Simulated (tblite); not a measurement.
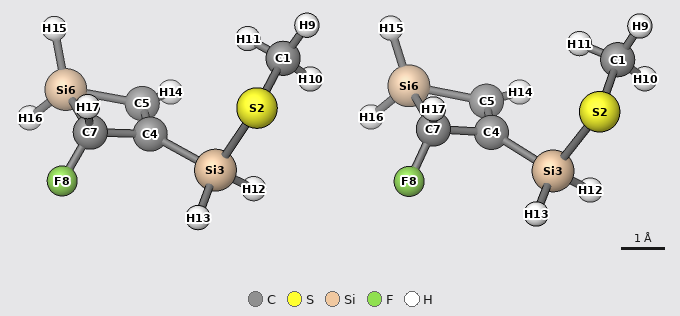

Two geometries of C$_{4}$H$_{9}$FSSi$_{2}$, drawn at one scale. One is the start of a relaxation, the other its converged end. A ball-and-stick model, seen at a tilt.

All numbers below come from GFN2-xTB geometry optimisation, gas phase in tblite 0.8.0. 

**Which geometry has the lower energy?**

The right one is the relaxed one. Over 83 geometry steps the energy falls by 8.20 kcal/mol. The largest move after the best rigid fit is that of H14, 0.25 Å. Largest moves by element: H 0.25 Å, F 0.17 Å, C 0.14 Å, Si 0.13 Å, S 0.11 Å. Among the contacts that change: Si3–C4 1.930 → 1.878 Å, C4–C7 1.562 → 1.515 Å, Si6–C7 1.902 → 1.946 Å, C7–F8 1.346 → 1.387 Å. Bond angles that change, for instance: Si6–C7–H17 110.3° → 119.1°, C5–Si6–H15 111.9° → 119.2°, Si6–C5–H14 131.6° → 137.8°.
